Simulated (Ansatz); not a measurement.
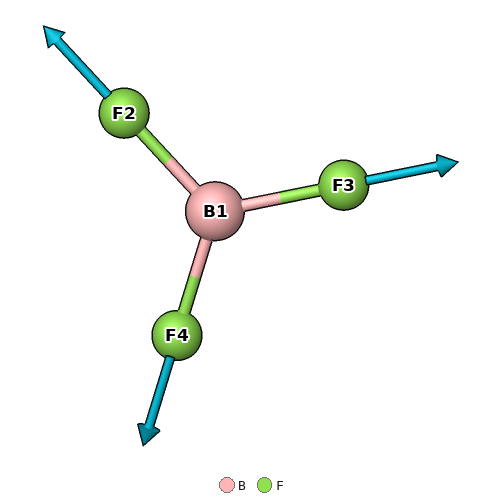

The arrows show one normal mode. Harmonic vibrations computed with RKS PBE0-D4/def2-TZVP (Ansatz 0.2.0) at a stationary point of the same level.

**Describe the motion.**

Mostly in-phase stretching of 3 B–F bonds.

**Estimate its harmonic wavenumber.**

897 cm⁻¹; it is mode 4 of 6 counted from the lowest.
